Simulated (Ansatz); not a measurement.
BH₂···HCl (doublet)

| atom | x (Å) | y (Å) | z (Å) |
| --- | --- | --- | --- |
| B | 0.0000 | 0.0000 | -0.3567 |
| H | 0.0000 | 0.0000 | 2.0273 |
| H | 1.1017 | 0.0000 | -0.8378 |
| H | -1.1017 | 0.0000 | -0.8378 |
| Cl | 0.0000 | 0.0000 | 3.3651 |

Not at a stationary point (largest force 1.0 eV/Å).

Level of theory: UKS PBE0-D4/def2-SVP in Ansatz.

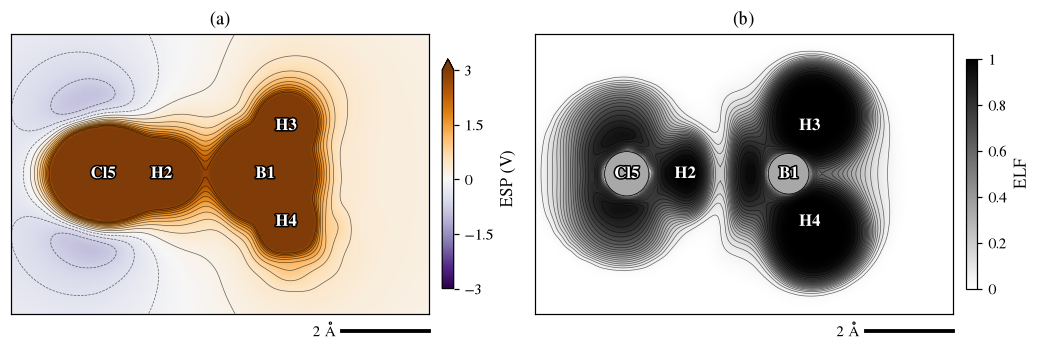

Figure 1. (a) electrostatic potential; (b) electron localisation function on the molecular plane. Grey discs cover the atomic cores in the ELF map.

### What does the map show?

- Atoms in the plane: B, H and Cl.
- B1···H2 (2.38 Å): the ELF dips to about 0.20 between them.
- B–H (1.20 Å): the ELF climbs to about 1 towards the hydrogen, as it does in any bond to H (an ordinary covalent bond to hydrogen).
- Cl–H (1.34 Å): the ELF climbs to about 1 towards the hydrogen.
- The ELF also peaks beside Cl5, away from the bonds: non-bonding electrons, paired or unpaired.
- Outside the dense part of the complex the potential is most negative (−0.9 V) near Cl5.

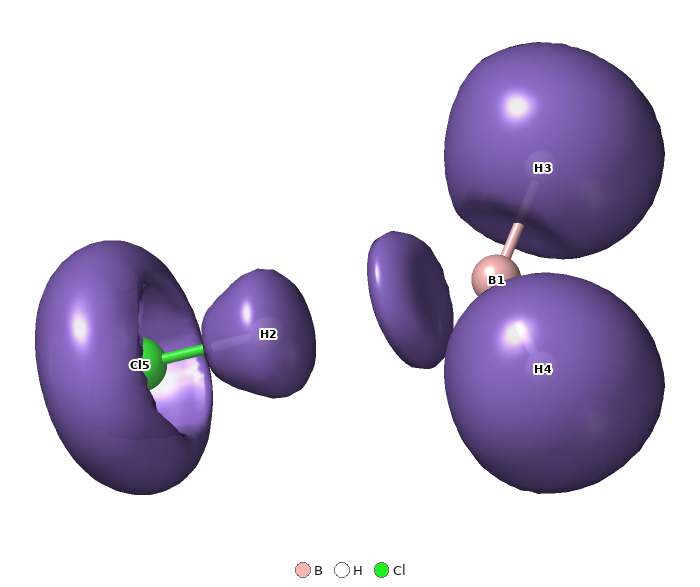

Figure 2. Isosurface of the ELF at 0.85 (purple), seen at a tilt. Only the valence region is drawn (cores and ρ < 0.01 e/Å³ removed).

### Where are the electrons localised?

At this value the surface marks out three regions around hydrogen nuclei, one lobe on B, pointing away from the bonds (non-bonding electrons) and one region wrapped around Cl (its lone pairs, merged into a ring or cap).

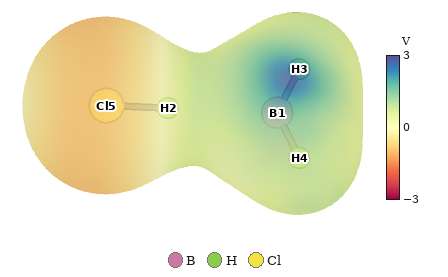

Figure 3. The molecular electrostatic potential painted on the density surface at 0.002 e/bohr³, seen at a tilt; red is negative and blue positive.

### Describe the electrostatic potential map.

The most negative region (about −0.9 V) lies over Cl5, the most positive (about +2.5 V) over B1.
